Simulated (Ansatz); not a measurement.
The calculation's input:

```
crystal:
  periodic: [false, false, false]
  atoms:
    - {symbol: C, position_ang: [1.549586, -0.582336, 0.292171]}
    - {symbol: C, position_ang: [1.420360, 0.804953, -0.328727]}
    - {symbol: "N", position_ang: [1.471088, 1.887489, 0.621651]}
    - {symbol: "N", position_ang: [-1.492806, 1.574593, 0.893359]}
    - {symbol: Sn, position_ang: [-0.040922, 2.757758, 1.693026]}
    - {symbol: H, position_ang: [0.731913, -0.761677, 1.008080]}
    - {symbol: H, position_ang: [1.517911, -1.373916, -0.474461]}
    - {symbol: H, position_ang: [2.499923, -0.679110, 0.841087]}
    - {symbol: H, position_ang: [2.208198, 0.935163, -1.094995]}
    - {symbol: H, position_ang: [0.468596, 0.863304, -0.887129]}
    - {symbol: H, position_ang: [2.418836, 2.145087, 0.880773]}
    - {symbol: H, position_ang: [-2.477787, 1.719397, 1.086012]}
    - {symbol: H, position_ang: [-1.360089, 0.813349, 0.235615]}
basis:
  gaussian:
    orbitals: def2-SVPD
hamiltonian:
  xc: pbe0
output: {forces: true, orbitals: {seedname: orbitals}}
```

Run with:

```sh
ansatz run input.yaml --threads 2 --pin off --max-ram 5220MiB --events-out events.jsonl --progress --plain --runs-dir runs
```

Geometry: PBE0-D4/def2-SVP; core potentials replace the inner electrons of Sn.

Computed with isolated molecule in a Gaussian basis; Kohn-Sham density functional theory, functional PBE0 (Ansatz 0.2.0).

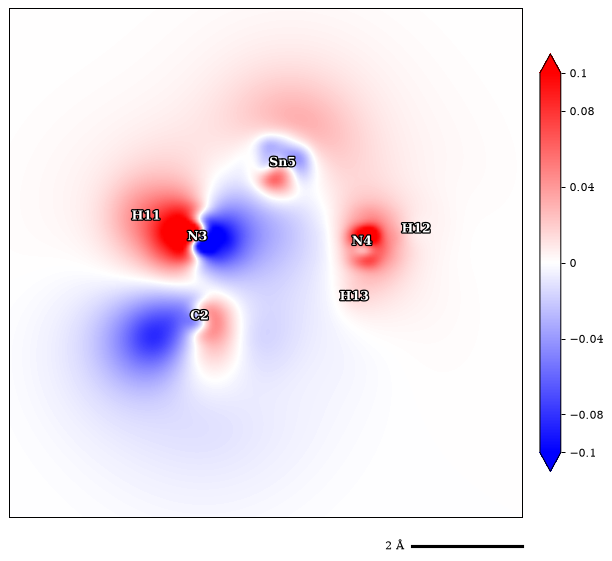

C$_{2}$H$_{8}$N$_{2}$Sn (SMILES CC[NH][Sn][NH2]). The HOMO on the plane of atoms C2, N3 and Sn5 (values in Å⁻³ᐟ²; the overall sign is arbitrary).

What is the character of this orbital?

Its weight (Hirshfeld) is mainly on N3 (about 50 %), N4 (about 15 %), Sn5 (about 10 %) and C2 (about 5 %). Its energy is −6.35 eV.
